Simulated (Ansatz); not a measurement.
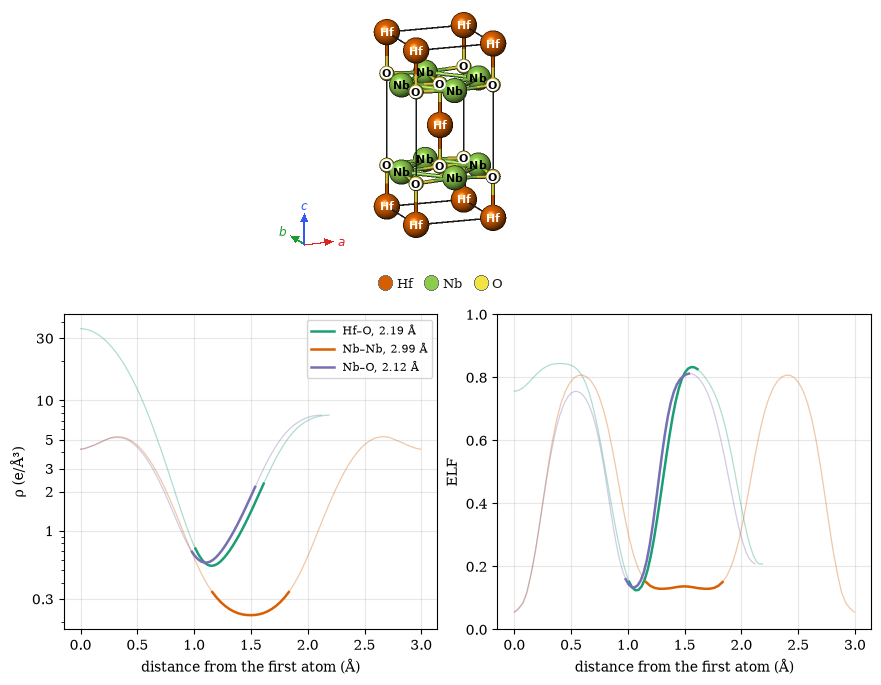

Figure. HfNb2O2. Valence electron density and electron localisation function along straight lines between neighbouring atoms. Thin, pale parts lie inside the atomic spheres. The structure is drawn too.

Space group I4/mmm; a structure generated by program, which may or may not match a known phase.

Theory: DFT PBE, scalar-relativistic, plane waves, PAW (Ansatz).

In a PAW calculation such maps are meaningful between the atoms, not at the nuclei.

> What can be read from the curves?

Hf–O (2.19 Å): ρ is about 0.57 e/Å³ halfway; the ELF peaks at about 0.85 in the valence shell of O, 0.6 Å from its nucleus, and drops to about 0.10 between the two atoms; no shared electron pair shows on this line.
Nb–Nb (2.99 Å): ρ is about 0.23 e/Å³ halfway; the ELF is about 0.15 at the midpoint; no shared electron pair shows on this line.
Nb–O (2.12 Å): the density is about 0.58 e/Å³ at the midpoint; the ELF peaks at about 0.80 in the valence shell of O, 0.6 Å from its nucleus, and drops to about 0.15 between the two atoms: no shared electron pair shows on this line.
